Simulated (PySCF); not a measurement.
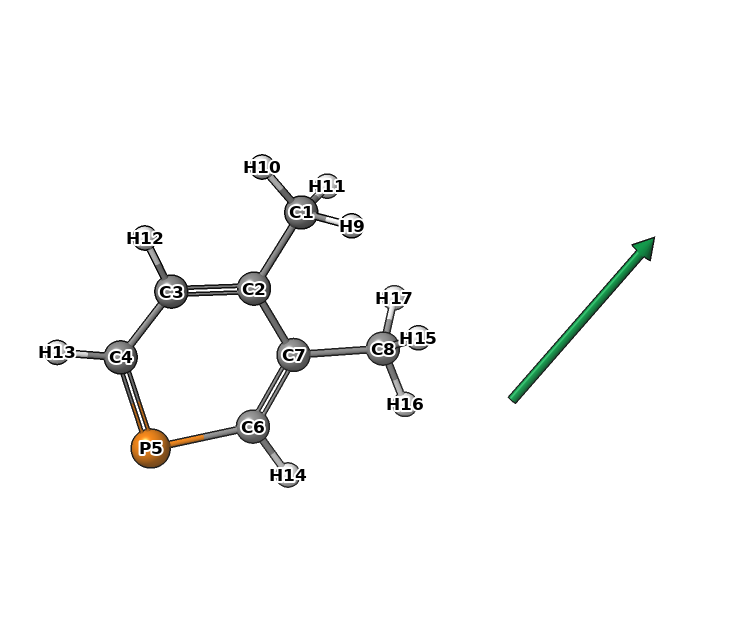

The arrow beside the molecule shows the direction of the dipole moment, from the negative to the positive end (its length means nothing). The geometry was computed by an optimisation with GFN2-xTB. No frequency run is at hand to confirm it as a minimum. Properties computed with PBE0/def2-SVPD, gas phase (PySCF 2.14.0).

Q: Estimate the dipole moment.

A: 2.47 D; it points from the side of P5 to the side of H9, H11 (the outermost atoms at the two ends).

The geometry is semi-empirical. Around P such bond lengths and angles can be off by a tenth of an ångström or more and by several degrees, and values that hang on the shape move with them.
